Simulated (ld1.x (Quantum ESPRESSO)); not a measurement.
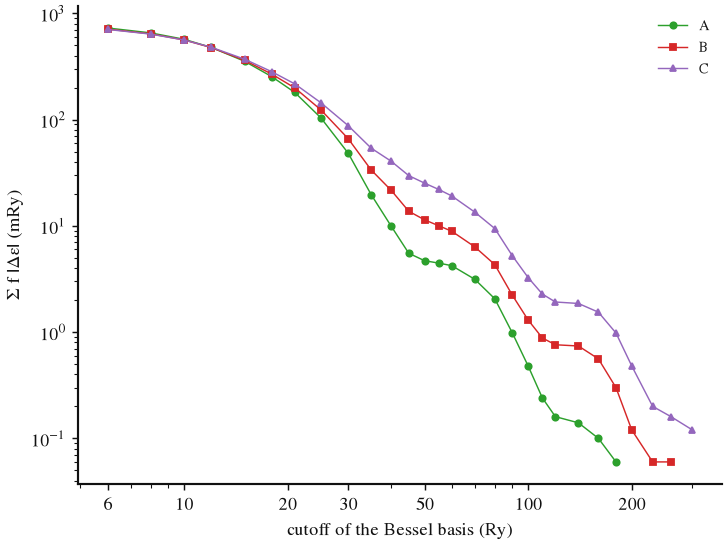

The occupation-weighted error of the valence levels in a spherical-Bessel basis for 3 variants of one potential.

Base settings:

C, norm-conserving Troullier–Martins (Kleinman–Bylander form), made with ld1.x (Quantum ESPRESSO) 7.5 (LDA (PZ), scalar-relativistic). Core [He], reference 2s2 2p2. Waves: 2p (bound): rc 1.40 bohr; 3d channel at 0.2 Ry: rc 1.20 bohr; 2s (bound): rc 0.85 bohr. Local part: the s channel. Core correction: none.

### The variants differ in the scale factor on all radii: 1.00, 1.06, 1.14. Which curve belongs to which value?

A: 1.14; B: 1.06; C: 1.00.

### What did the other tests of these runs give?

A: loose cutoff 40 Ry; bound ghosts none; largest test error +433 meV. B: loose cutoff 60 Ry; bound ghosts none; 1 of 9 tests not solved. C: loose cutoff 80 Ry; bound ghosts none; largest test error +374 meV. The loose cutoff is the first of the cutoffs, on a coarse ladder, from which the occupation-weighted sum of valence levels, in a spherical-Bessel basis at the reference potential, stays within 10 and 1 mRy of its value at 400 Ry.
